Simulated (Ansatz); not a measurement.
# C3H11AlO (SMILES C[Al-](C)(C)[OH2+]): the electronic atomisation energy, rung by rung

C3H11AlO has 16 atoms, charge 0, and is taken as a singlet. As SMILES, `C[Al-](C)(C)[OH2+]`. The coordinates come from a PBE0-D4/def2-TZVP relaxation. This is one conformer, not always the lowest.

Each level gives the electronic atomisation energy (eV). The values are calculated. Electronic energies at fixed atoms, without zero-point motion or spin-orbit coupling.

| level | kind | program | value (eV) | CPU time (all runs) |
| --- | --- | --- | --- | --- |
| SVWN5/6-31G* (spherical functions) | LDA | Ansatz | 66.73 | 8.9 s |
| r2SCAN/6-31G* (spherical functions) | meta-GGA | Ansatz | 59.14 | 29 s |
| B3LYP/6-31G* (spherical functions) | global hybrid | Ansatz | 58.76 | 18 s |
| CAM-B3LYP/6-31G* (spherical functions) | range-separated hybrid | Ansatz | 59.32 | 18 s |
| wB97M-V/6-31G* (spherical functions) | range-separated hybrid | Ansatz | 59.95 | 2.9 min |
| wB97X/6-31G* (spherical functions) | range-separated hybrid | Ansatz | 59.25 | 57 s |
| RPA@PBE/6-31G* (spherical functions) | RPA | Ansatz | 52.68 | 24 s |
| RPA@PBE0/6-31G* (spherical functions) | RPA | Ansatz | 53.22 | 25 s |

The values span 52.68 to 66.73 eV. CPU times are rough (shared hosts, several kinds of processor and program).

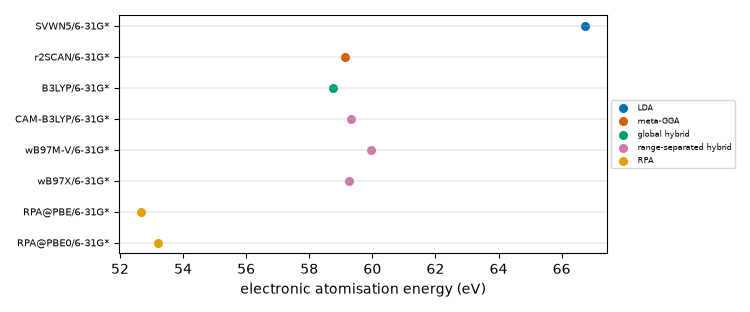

The values of the table, level by level.
